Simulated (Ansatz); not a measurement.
CH5Al···HF

Input file:

```
crystal:
  periodic: [false, false, false]
  atoms:
    - { symbol: Al, position_ang: [0.0, 0.0, 0.0] }
    - { symbol: C, position_ang: [0.0, 0.0, 2.32] }
    - { symbol: H, position_ang: [-0.9996, -0.3092, 2.6905] }
    - { symbol: H, position_ang: [0.7676, -0.7111, 2.6905] }
    - { symbol: H, position_ang: [0.232, 1.0203, 2.6905] }
    - { symbol: H, position_ang: [1.351, 0.0, -0.78] }
    - { symbol: H, position_ang: [-1.351, 0.0, -0.78] }
    - { symbol: F, position_ang: [-0.2549, -1.8712, 0.6275] }
    - { symbol: H, position_ang: [-0.1755, -1.2885, 1.7562] }
basis:
  gaussian: { orbitals: def2-SVP }
hamiltonian:
  xc: lda
relax:
  f_tol: 0.15
  max_steps: 25
  restrain:
    - { distance: [0, 7], at: 2.89, k: 30.0 }
    - { distance: [8, 1], at: 2.31, k: 30.0 }
    - { distance: [0, 1], at: 1.97, k: 30.0 }
    - { distance: [8, 7], at: 0.92, k: 30.0 }
output:
  orbitals: {}
```

Run with:

```sh
ansatz run input.yaml --threads 1 --pin off --max-ram 2048MiB --backend cpu --events-out ev --progress --plain --runs-dir out
```

The fields are those of the run's last geometry, not of the input's.

Not at a stationary point (largest force 0.6 eV/Å).

Method: Ansatz, RKS LDA/def2-SVP.

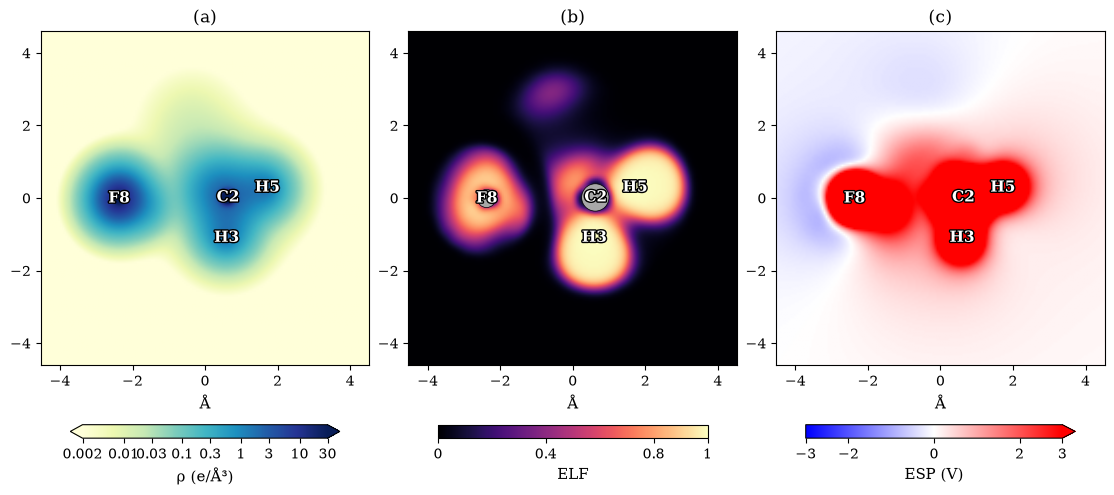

Figure 1. (a) total electron density; (b) electron localisation function; (c) molecular electrostatic potential on the plane of atoms H3, C2 and H5. Grey discs cover the atomic cores in the ELF map.

### Read the bonding off the picture.

The section cuts through C, H and F sites.
C–H (1.11 Å): ρ is about 1.8 e/Å³ halfway; the ELF climbs to about 1 towards the hydrogen, as it does in any bond to H; an ordinary covalent bond to hydrogen.
The ELF also peaks beside F8, away from the bonds: lone-pair regions.
Outside the dense part of the complex the potential is most negative (−0.9 V) near F8.

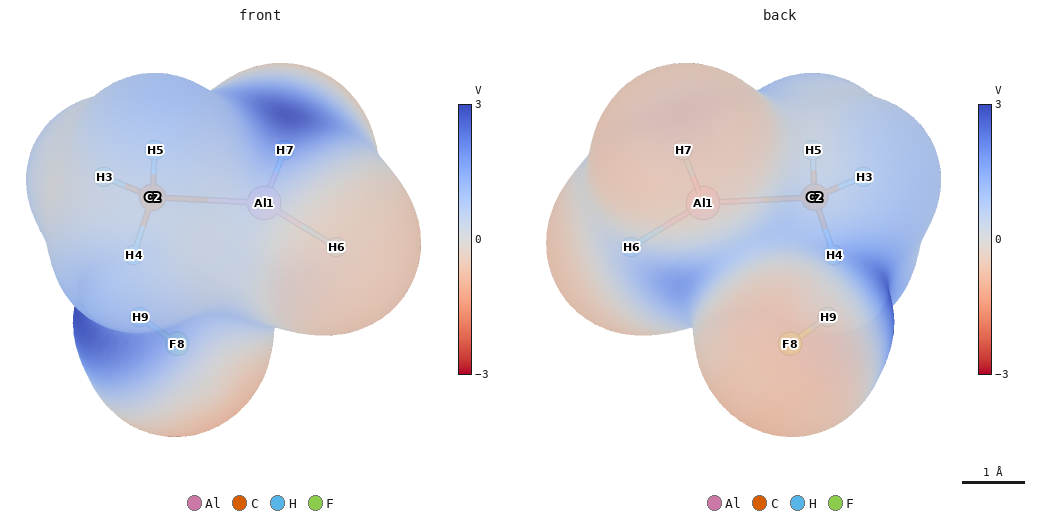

Figure 2. The molecular electrostatic potential painted on the density surface at 0.002 e/bohr³, seen from the front and from behind; red is negative and blue positive.

### Describe the electrostatic potential map.

The most negative region (about −0.8 V) lies over F8, the most positive (about +2.8 V) over Al1 and H9.

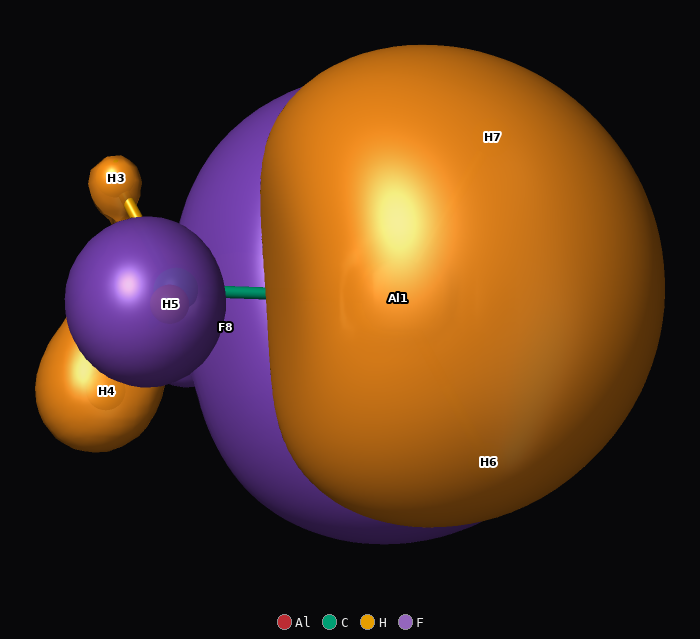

Figure 3. One frontier orbital at ±0.06 Å⁻³ᐟ² (orange and purple are the two phases), seen from one side.

### Which orbital is it: HOMO or LUMO?

The LUMO, at −1.97 eV. By Hirshfeld shares it lies mainly on Al1 (about 75 %).

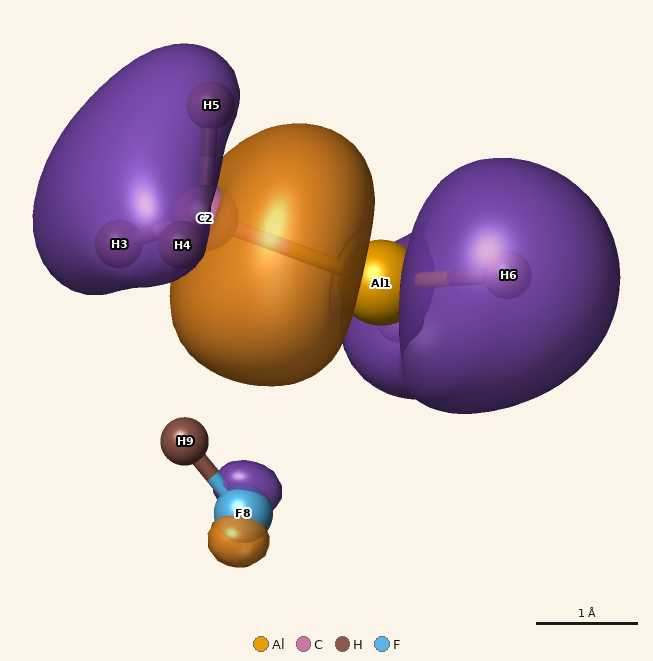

Figure 4. The HOMO−1 at ±0.08 Å⁻³ᐟ² (orange and purple are the two phases), seen at a tilt.

### What is the character of this orbital?

It lies mainly on C2 (about 40 %), Al1 (about 25 %) and H6 (about 15 %). Its energy is −7.01 eV.
